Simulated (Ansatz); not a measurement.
C4H8O (SMILES C1CCOC1)

The calculation's input:

```
crystal:
  periodic: [false, false, false]
  atoms:
    - {symbol: C, position_ang: [-0.780819, 0.638463, 0.345253]}
    - {symbol: C, position_ang: [-0.184421, -0.686833, 0.802155]}
    - {symbol: C, position_ang: [0.534467, -1.141432, -0.457587]}
    - {symbol: O, position_ang: [0.963478, 0.039383, -1.118826]}
    - {symbol: C, position_ang: [0.325124, 1.173635, -0.550633]}
    - {symbol: H, position_ang: [-1.024520, 1.314837, 1.165768]}
    - {symbol: H, position_ang: [-1.691584, 0.463970, -0.234649]}
    - {symbol: H, position_ang: [-0.928794, -1.405720, 1.147500]}
    - {symbol: H, position_ang: [0.532023, -0.521467, 1.611860]}
    - {symbol: H, position_ang: [1.407327, -1.767493, -0.253723]}
    - {symbol: H, position_ang: [-0.142838, -1.703629, -1.114818]}
    - {symbol: H, position_ang: [-0.046467, 1.811136, -1.357609]}
    - {symbol: H, position_ang: [1.057322, 1.750548, 0.030109]}
basis:
  gaussian: {orbitals: def2-TZVPP}
hamiltonian: {xc: pbe0, dispersion: d4}
output: {orbitals: {seedname: orbitals}}
```

Launched as:

```sh
ansatz run in.yaml --threads 4 --pin off --events-out ev --progress --plain --max-ram 10444MiB
```

Geometry: PBE0-D4/def2-TZVP.

All numbers below come from Ansatz, RKS PBE0-D4/def2-TZVPP.

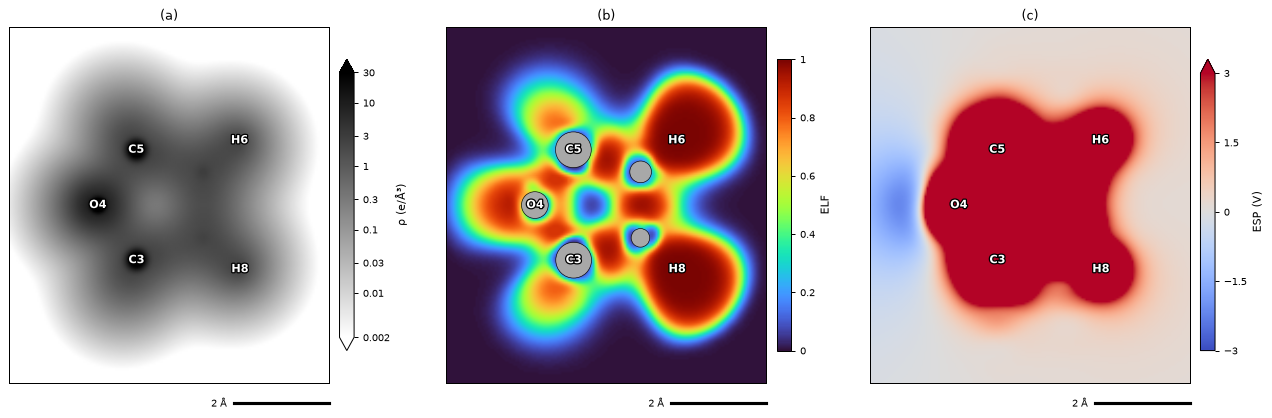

Figure 1. (a) total electron density; (b) ELF; (c) molecular electrostatic potential on the plane of atoms C3, O4 and C5. Grey discs cover the atomic cores in the ELF map.

**Describe what can be read from this map.**

- The plane passes through C, O and H nuclei.
- C–O (1.42 Å): ρ at the midpoint is about 2 e/Å³, with its minimum of 1.8 e/Å³ about 0.5 Å from C; the ELF peaks at about 0.85 between the atoms; a polar covalent bond.
- The ELF also peaks beside O4, away from the bonds: lone-pair regions.
- Outside the dense part of the molecule the potential is most negative (−2.2 V) near O4.

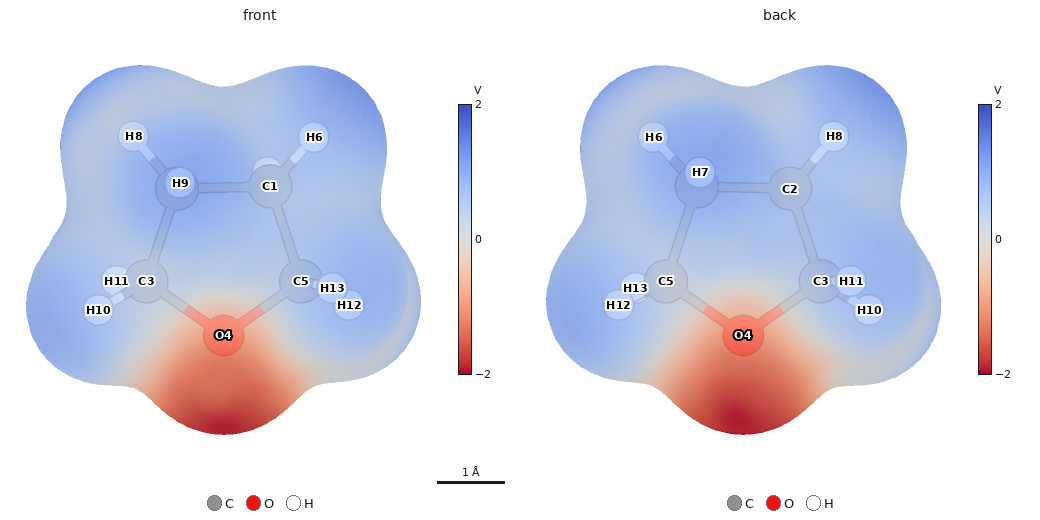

Figure 2. The electrostatic potential painted on the density surface at 0.004 e/bohr³, seen from the front and from behind; red is negative and blue positive.

**Describe the electrostatic potential map.**

The most negative region (about −1.9 V) lies over O4, the most positive (about +1.2 V) over H6 and H8. O4 is the likeliest acceptor of a hydrogen bond.

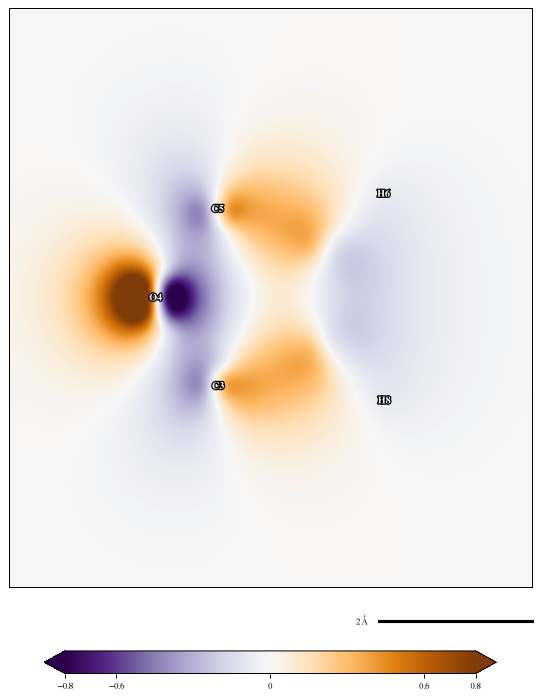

Figure 3. The HOMO−1 on the plane of atoms C3, O4 and C5 (values in Å⁻³ᐟ²; the overall sign is arbitrary).

**Describe this orbital and give its energy.**

It lies mainly on O4 (about 45 %), C3 (about 10 %), C5 (about 10 %), C2 (about 10 %) and C1 (about 10 %). Its energy is −8.96 eV.
